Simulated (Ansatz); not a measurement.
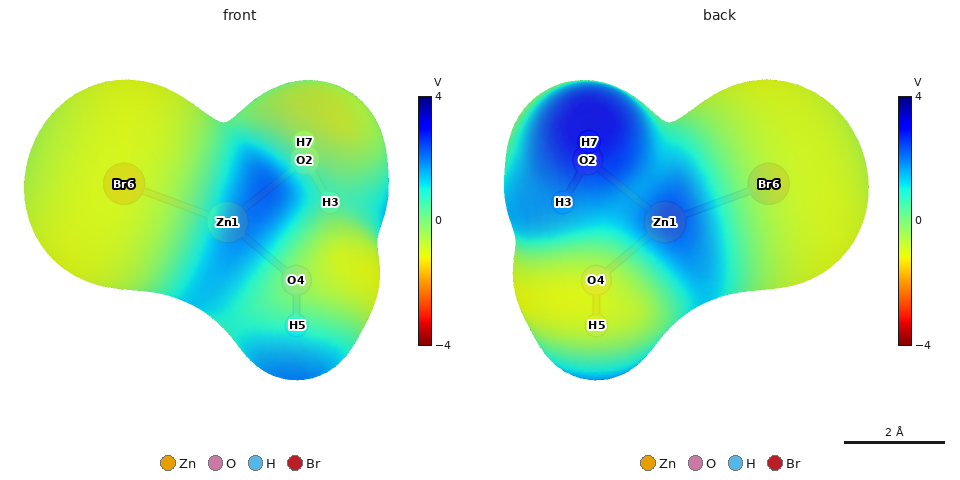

Figure. BrH3O2Zn. The electrostatic potential painted on the density surface at 0.002 e/bohr³, seen from the front and from behind; red is negative and blue positive.

The calculation used RKS PBE0/def2-SVP in Ansatz.

Input

```
crystal:
  periodic: [false, false, false]
  atoms:
    - { symbol: Zn, position_ang: [-0.335938, -0.033647, 0.029439] }
    - { symbol: O, position_ang: [-0.341096, 0.269215, 1.79294] }
    - { symbol: H, position_ang: [-0.883367, -0.339689, 2.30655] }
    - { symbol: O, position_ang: [-0.42672, -0.188039, -1.724977] }
    - { symbol: H, position_ang: [0.352181, -0.597702, -2.115724] }
    - { symbol: Br, position_ang: [2.923215, -0.976664, 1.285697] }
    - { symbol: H, position_ang: [1.754724, -0.358574, 1.999775] }
basis:
  gaussian: { orbitals: def2-SVP }
hamiltonian:
  xc: pbe0
relax:
  f_tol: 0.03
  max_steps: 50
output:
  orbitals: {}
```

Command:

```sh
ansatz run input.yaml --threads 2 --pin off --max-ram 3072MiB --backend cpu --events-out ev --progress --plain --runs-dir out
```

The fields are those of the run's last geometry, not of the input's.

Q: Describe the electrostatic potential map.

A: The most negative region (about −1.1 V, or −25 kcal/mol for a unit charge) lies over O4, the most positive (about +3.1 V, or +71 kcal/mol for a unit charge) over H7. O4 is the likeliest acceptor of a hydrogen bond.
